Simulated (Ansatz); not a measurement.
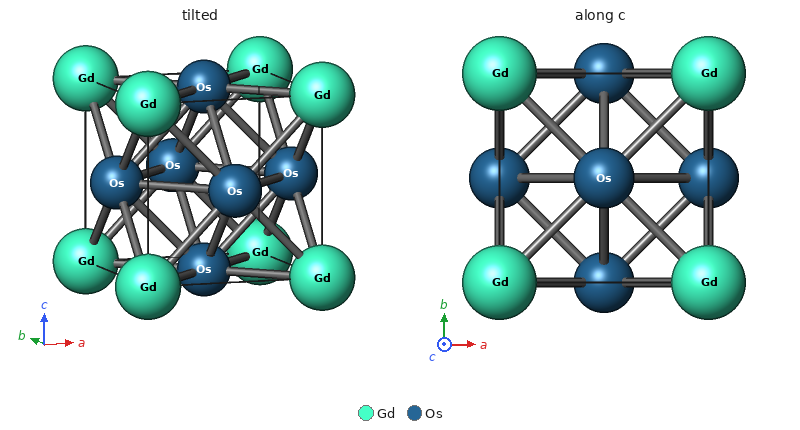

A ball-and-stick rendering, viewed slightly off an axis and along the c axis. Atoms at the boundary of the conventional unit cell (the box) are drawn once for each face, edge or corner they touch.

GdOs₃, Cu₃Au (L1₂) type, space group Pm-3m (No. 221), a = 4.065 Å, b = 4.065 Å, c = 4.065 Å, α = 90.00°, β = 90.00°, γ = 90.00°. The initial geometry was a structure type filled with these elements by a generator (whether the compound takes this form wasn't checked). Earlier steps of the study, as a rule a relaxation of our own, may have changed the cell and positions, so they can lie some per cent off the listed ones. Ansatz was used for an electronic-structure calculation on it.

This one geometry was computed with Ansatz (DFT, plane waves, PAW) at five levels of theory: PBE with spin-orbit coupling, PBE, PBEsol, LDA and r2SCAN.

Q: Which level gives the highest pressure at this volume, and what does that say about its equilibrium volume?

A: Highest: PBE with spin-orbit coupling (0.7 GPa), which points to the largest equilibrium volume. Lowest, with the smallest volume: LDA (-13.2 GPa). Levels within 0.5 GPa of each other can't be told apart.

Q: How does the band gap change with the level of theory?

A: All levels give a metal.

Q: Collect the results in a table.

A:
| level | cutoff (eV) | k-mesh of the run's cell | gap (eV) | pressure (GPa) |
| --- | --- | --- | --- | --- |
| PBE with spin-orbit coupling | 420 | 8×8×8 | metal | 0.7 |
| PBE | 420 | 8×8×8 | metal | -9.2 |
| PBEsol | 420 | 8×8×8 | metal | -8.6 |
| LDA | 420 | 8×8×8 | metal | -13.2 |
| r2SCAN | 500 | 8×8×8 | metal | -2.7 |

Gaps are taken on the k-mesh or band path of each run.
